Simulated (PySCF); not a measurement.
SMILES [SiH3]C[SiH2][GeH3] (CH10GeSi2) at its GFN2-xTB optimised geometry (Å):

```
14

Si     1.8385    -0.5326     0.0000
C     -0.0624    -0.5326     0.0000
Si    -0.8600     1.1913     0.0000
Ge    -0.1970     2.3807    -1.8967
H      2.3242     0.1171     1.2200
H      2.3244     0.1904    -1.1797
H      2.3219    -1.9164    -0.0373
H     -0.4214    -1.0907     0.8644
H     -0.4105    -1.0773    -0.8791
H     -0.4687     1.9164     1.2148
H     -2.3244     1.0585     0.0239
H      0.1048     1.5576    -3.1178
H     -1.1998     3.3720    -2.4174
H      1.0406     3.2187    -1.7515
```

Computed with B3LYP/def2-TZVP in PySCF.

Map of the log10 of the electron density (e/bohr³), floored at −4 on the plane z = 0.6 Å:

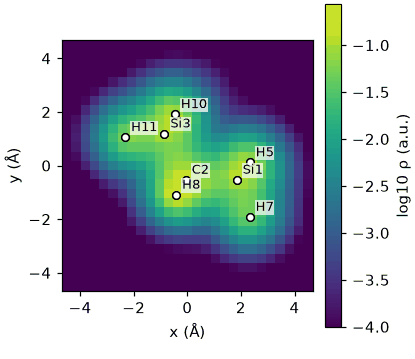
Log10 of the electron density (e/bohr³), floored at −4 on the plane z = 0.6 Å.
